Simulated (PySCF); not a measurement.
# What a change does: NMR shielding calculation on C₄HFN₂O

System: C₄HFN₂O.
Method of the first run: GIAO OPBE/Sadlej pVTZ NMR shielding, non-relativistic, gas phase (PySCF 2.14.0).

The geometry comes from this level: GFN2-xTB. Text and figures count atoms from 1; the logs count them from 0 in places.

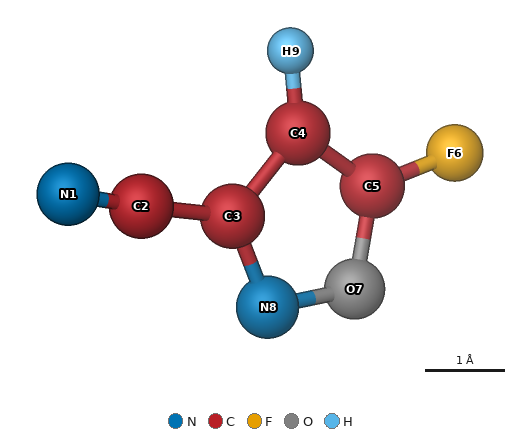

Figure 1. The input geometry (ball-and-stick view, seen at an oblique angle; atoms are numbered from 1 in the order of the input). Bond lengths as drawn: C–C 1.36 to 1.42 Å, C–F 1.31 Å, C–H 1.07 Å, C–N 1.14 to 1.31 Å, C–O 1.33 Å and N–O 1.34 Å.

## Input, the first run
```
{"job": {"kind": "nmr", "xc": "OPBE", "basis": "Sadlej pVTZ", "pop": false}, "charge": 0, "multiplicity": 1}
N      3.175059     0.243486    -0.057897
C      2.058379    -0.002293    -0.037313
C      0.667295    -0.244937    -0.012321
C     -0.361384     0.739494    -0.002440
C     -1.481664    -0.033404     0.022316
F     -2.753494     0.286916     0.041650
O     -1.178707    -1.331477     0.027353
N      0.159267    -1.455500     0.005670
H     -0.271190     1.803710    -0.012198
```

The first line tells a small driver script what to run in PySCF; the rest is the geometry in Å.

Launched with:
```bash
OMP_NUM_THREADS=1 python <driver script> task.json out
```

Hardware: 1 CPU thread, shared host.

## Output (the first run)
```
coarse grid: 9264 points
cycle   1  E = -437.3197629771  dE =  1.591e+00  |g| = 6.686e-01  |ddm| = 2.437e+01
cycle   2  E = -436.9242818591  dE =  3.955e-01  |g| = 1.488e+00  |ddm| = 5.754e+00
cycle   3  E = -437.3770552994  dE = -4.528e-01  |g| = 3.978e-01  |ddm| = 2.905e+00
cycle   4  E = -437.4105670419  dE = -3.351e-02  |g| = 1.135e-01  |ddm| = 8.668e-01
cycle   5  E = -437.4130965847  dE = -2.530e-03  |g| = 4.197e-02  |ddm| = 4.570e-01
cycle   6  E = -437.4134087010  dE = -3.121e-04  |g| = 2.394e-02  |ddm| = 1.572e-01
cycle   7  E = -437.4135370656  dE = -1.284e-04  |g| = 5.031e-03  |ddm| = 8.924e-02
cycle   8  E = -437.4135409574  dE = -3.892e-06  |g| = 2.737e-03  |ddm| = 2.329e-02
final grid: 95000 points
cycle   9  E = -437.4244916923  dE = -1.250e-04  |g| = 2.234e-02  |ddm| = 1.123e+00
cycle  10  E = -437.4241800494  dE =  3.116e-04  |g| = 4.681e-02  |ddm| = 1.336e-01
cycle  11  E = -437.4245702516  dE = -3.902e-04  |g| = 5.448e-03  |ddm| = 1.005e-01
cycle  12  E = -437.4245759845  dE = -5.733e-06  |g| = 2.006e-03  |ddm| = 2.220e-02
cycle  13  E = -437.4245766721  dE = -6.876e-07  |g| = 1.027e-03  |ddm| = 5.471e-03
cycle  14  E = -437.4245769040  dE = -2.319e-07  |g| = 3.251e-04  |ddm| = 2.650e-03
cycle  15  E = -437.4245769274  dE = -2.337e-08  |g| = 8.062e-05  |ddm| = 1.038e-03
cycle  16  E = -437.4245769288  dE = -1.423e-09  |g| = 3.632e-05  |ddm| = 2.432e-04
cycle  17  E = -437.4245769291  dE = -3.008e-10  |g| = 1.038e-05  |ddm| = 9.757e-05
converged SCF energy = -437.4245769291

GIAO shielding tensors (ppm)
atom      isotropic    diamagn.    paramagn.     s11        s22        s33       span
  0 N      -43.010     307.916    -350.925   -191.084   -170.166    232.220    423.303
  1 C       98.564     296.920    -198.356      0.735     13.857    281.099    280.363
  2 C       62.261     252.570    -190.309    -32.583     82.797    136.569    169.152
  3 C      107.320     217.390    -110.070     61.697     91.097    169.166    107.469
  4 C       23.474     281.089    -257.615    -34.697     46.400     58.719     93.416
  5 F      279.134     466.004    -186.870    178.485    286.397    372.521    194.036
  6 O      -23.196     358.302    -381.498   -146.991    -70.967    148.368    295.359
  7 N     -105.199     303.146    -408.346   -351.797    -50.734     86.933    438.730
  8 H       25.703      35.897     -10.194     23.770     26.396     26.944      3.174
```

For the second run the input was changed thus:
```diff
-"xc": "OPBE"
-"basis": "Sadlej pVTZ"
+"xc": "HSE06"
+"basis": "3-21G"
```

Predict how the results change.

The total energies belong to different models, so their difference says nothing on which is more stable or more accurate. The HOMO goes from −7.39 to −8.14 eV. The LUMO goes from −2.83 to −2.06 eV. The dipole moment goes from 3.61 to 3.39 D. Of all shieldings, the largest change is that of O7, by +35.0 ppm. The functional changes from OPBE to HSE06. The SCF takes 15 iterations against 17. The basis functions go from 201 to 74.

## Output (the second run)
```
coarse grid: 9264 points
cycle   1  E = -434.4950170005  dE =  1.697e+00  |g| = 6.575e-01  |ddm| = 4.152e+00
cycle   2  E = -434.2553464428  dE =  2.397e-01  |g| = 1.257e+00  |ddm| = 2.103e+00
cycle   3  E = -434.5873388404  dE = -3.320e-01  |g| = 2.372e-01  |ddm| = 1.423e+00
cycle   4  E = -434.5983467596  dE = -1.101e-02  |g| = 7.032e-02  |ddm| = 2.606e-01
cycle   5  E = -434.5993786805  dE = -1.032e-03  |g| = 2.021e-02  |ddm| = 8.735e-02
cycle   6  E = -434.5994690544  dE = -9.037e-05  |g| = 5.641e-03  |ddm| = 2.547e-02
cycle   7  E = -434.5994763180  dE = -7.264e-06  |g| = 2.042e-03  |ddm| = 7.615e-03
final grid: 95000 points
cycle   8  E = -434.6454975512  dE = -2.635e-05  |g| = 7.567e-03  |ddm| = 2.480e-02
cycle   9  E = -434.6454817481  dE =  1.580e-05  |g| = 1.185e-02  |ddm| = 2.004e-02
cycle  10  E = -434.6455072617  dE = -2.551e-05  |g| = 1.733e-03  |ddm| = 1.354e-02
cycle  11  E = -434.6455079143  dE = -6.526e-07  |g| = 5.149e-04  |ddm| = 2.116e-03
cycle  12  E = -434.6455079626  dE = -4.822e-08  |g| = 1.715e-04  |ddm| = 5.624e-04
cycle  13  E = -434.6455079677  dE = -5.188e-09  |g| = 8.408e-05  |ddm| = 2.309e-04
cycle  14  E = -434.6455079692  dE = -1.417e-09  |g| = 2.330e-05  |ddm| = 8.870e-05
cycle  15  E = -434.6455079693  dE = -1.198e-10  |g| = 6.219e-06  |ddm| = 2.418e-05
converged SCF energy = -434.6455079693

GIAO shielding tensors (ppm)
atom      isotropic    diamagn.    paramagn.     s11        s22        s33       span
  0 N      -10.957     345.491    -356.448   -152.927   -131.125    251.182    404.108
  1 C      106.357     246.920    -140.563     13.305     15.518    290.247    276.942
  2 C       79.064     247.017    -167.953    -11.776     99.860    149.108    160.884
  3 C      123.478     250.549    -127.071     80.899    106.986    182.547    101.648
  4 C       43.950     247.264    -203.314     -7.953     55.612     84.191     92.144
  5 F      302.519     466.633    -164.114    200.184    288.083    419.291    219.107
  6 O       11.815     402.569    -390.755   -110.316    -45.920    191.680    301.997
  7 N      -92.363     316.978    -409.340   -356.551    -28.111    107.575    464.126
  8 H       27.057      28.243      -1.186     24.745     26.759     29.667      4.923
```

## The two runs side by side

| quantity | the first run | the second run |
| --- | --- | --- |
| outcome | converged | converged |
| total energy (hartree) | −437.424577 | −434.645508 |
| HOMO (eV) | −7.39 | −8.14 |
| LUMO (eV) | −2.83 | −2.06 |
| dipole moment (D) | 3.61 | 3.39 |
| shielding of N1 (ppm) | −43.0 | −11.0 |
| shielding of C3 (ppm) | 62.3 | 79.1 |
| shielding of C4 (ppm) | 107.3 | 123.5 |
| shielding of C5 (ppm) | 23.5 | 44.0 |
| shielding of F6 (ppm) | 279.1 | 302.5 |
| shielding of O7 (ppm) | −23.2 | 11.8 |
| shielding of N8 (ppm) | −105.2 | −92.4 |
| SCF iterations | 17 | 15 |
| basis functions | 201 | 74 |
| wall time (shared host) | 1.9 min | 23 s |
